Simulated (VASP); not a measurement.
Band structure of LiF (rock salt). Level of theory: optB86b-vdW, VASP's PBE PAW potentials (set 64) (plane waves; VASP).

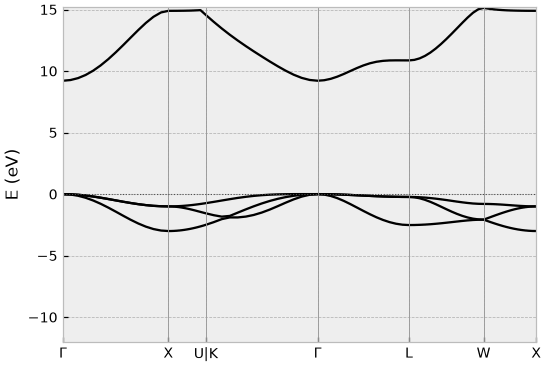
Fig. 1. Bands along high-symmetry lines, zero at the valence-band maximum or, without a gap, the Fermi level

### Question
Read the plot: is there a gap, and where are the band edges?

### Answer
The gap is direct, 9.21 eV, from the valence maximum at Γ to the conduction minimum at Γ. (Edges off the drawn lines would not show.)

Measured: gap 15.35 eV (computed value off by -6.14 eV), as given by Wei Chen et al., Physical Review Materials (2018), doi:10.1103/physrevmaterials.2.073803 [zero-point renormalisation of 1.15 eV added back (the table's ZPR column)].

The compound is LiF in the rock salt structure. It was relaxed first.
